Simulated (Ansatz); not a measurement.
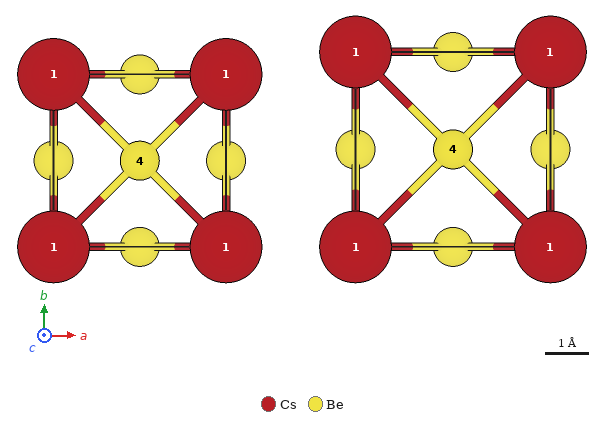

Two geometries of solid CsBe₃ (built on the Cu3Au (L1_2)_221 type) (coarse preliminary run), drawn at one scale. One is the start of a relaxation, the other its converged end. A ball-and-stick model of the cell of the calculation, seen along the c axis.

Level of theory: DFT PBE, scalar-relativistic, plane waves, PAW (Ansatz). Settings: plane-wave cutoff 420 eV; k-point mesh 4 × 4 × 4; occupations gaussian; smearing width 0.1 eV; no spin polarisation; cell and atoms relaxed; force threshold 0.04 eV/Å; at most 70 steps.

**Which one is relaxed?**

The right one is the relaxed one. Case: Cu3Au (L1_2) type (Pm-3m, No. 221). After 3 accepted moves (4 points after the start) the energy has fallen by 218 meV per atom. All forces vanish by symmetry, so only the cell relaxes. Pressure: 9.95 GPa at the start and 0.33 GPa at the end. The SCF was repeated once at an unchanged geometry on a basis and grid sized afresh for the cell, which shifted the energy by 2.3 meV per atom at most. No atom moves by more than 0.005 Å relative to the cell. The drawn cell changes as follows: a = b = c 4.055 → 4.582 Å (+13.0 %); the volume changes by +44.3 %. Among the contacts that change: Be–Cs 2.867 → 3.240 Å. The space group stays Pm-3m (No. 221). Cost: 7.8 s on 1 thread of Arm Neoverse N1, on a shared host, peak memory 0.32 GiB.

Limits of the set-up: the k-point mesh is coarse for a cell with partly filled bands.
